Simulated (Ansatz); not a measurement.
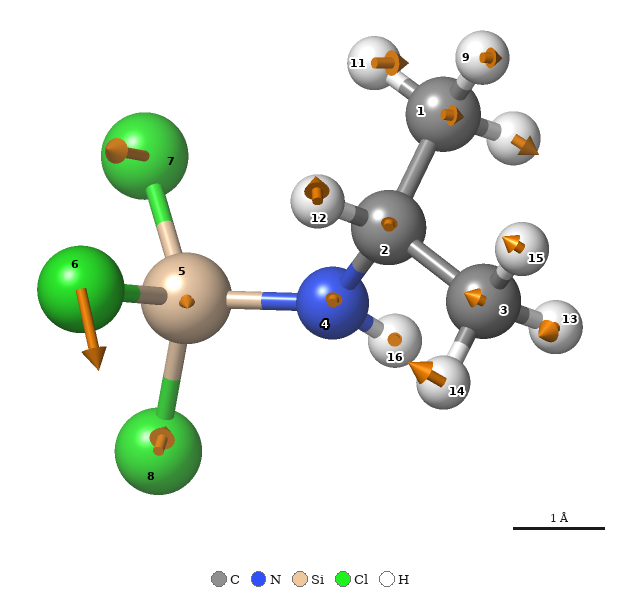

This is a relaxation of C$_{3}$H$_{8}$Cl$_{3}$NSi. The starting structure is drawn; orange arrows show the displacements, at their true length. The two geometries are superimposed by the best rigid fit.

Style: ball-and-stick. Shown at a tilt.

The start comes from GFN2-xTB.

Level of theory: RKS PBE0-D4/def2-TZVP (Ansatz).

The input:
```yaml
crystal:
  periodic: [false, false, false]
  atoms:
    - {symbol: C, position_ang: [1.450870, 0.281370, -0.819730]}
    - {symbol: C, position_ang: [0.500290, -0.002930, 0.341410]}
    - {symbol: C, position_ang: [0.967710, -1.200970, 1.161020]}
    - {symbol: N, position_ang: [-0.852130, -0.257130, -0.138340]}
    - {symbol: Si, position_ang: [-2.095470, 0.888420, -0.364250]}
    - {symbol: Cl, position_ang: [-2.142710, 2.073310, 1.262860]}
    - {symbol: Cl, position_ang: [-1.872090, 2.080860, -1.994410]}
    - {symbol: Cl, position_ang: [-3.801220, -0.165960, -0.574550]}
    - {symbol: H, position_ang: [2.447580, 0.497270, -0.445460]}
    - {symbol: H, position_ang: [1.506640, -0.580250, -1.481680]}
    - {symbol: H, position_ang: [1.099470, 1.135990, -1.391890]}
    - {symbol: H, position_ang: [0.450030, 0.878320, 0.987110]}
    - {symbol: H, position_ang: [1.037440, -2.085580, 0.531090]}
    - {symbol: H, position_ang: [0.264900, -1.400660, 1.965320]}
    - {symbol: H, position_ang: [1.945460, -1.004340, 1.591530]}
    - {symbol: H, position_ang: [-0.906760, -1.137720, -0.630040]}
basis:
  gaussian: {orbitals: def2-TZVP}
hamiltonian: {xc: pbe0, dispersion: d4}
relax: {f_tol: 0.005, max_steps: 150}
```

Run as
```bash
ansatz run in.yaml --threads 4 --pin off --events-out ev --progress --plain --max-ram 41984MiB --backend cuda --devices 0, --max-vram 37GiB
```

Q: Atoms of which element are displaced furthest, and by how much?

A: Chlorine: up to 0.94 Å, against 0.48 Å for hydrogen.

Q: Describe the change and its energy.

A: The largest moves after the best rigid fit, 0.94 Å, are those of Cl6 and Cl7. Largest moves by element: Cl 0.94 Å, H 0.48 Å, C 0.28 Å, N 0.18 Å, Si 0.16 Å. Some distances before and after: N4–Si5 1.706 → 1.675 Å, Si5–Cl6 2.013 → 2.041 Å, Si5–Cl8 2.016 → 2.033 Å, Si5–Cl7 2.032 → 2.042 Å. Bond angles that change, for instance: N4–Si5–Cl6 107.8° → 112.2°, C2–N4–H16 111.3° → 115.3°, Cl6–Si5–Cl7 107.8° → 105.2°. Groups turn about N4–Si5 by about 25°. The energy falls by 5.66 kJ/mol in 24 accepted moves (25 points after the start). Largest force component: 0.95 eV/Å at the start, 0.00088 eV/Å at the end. The line search rejected the trial step at point 17 of the run. The run took about 80 s of wall time on a shared GPU.
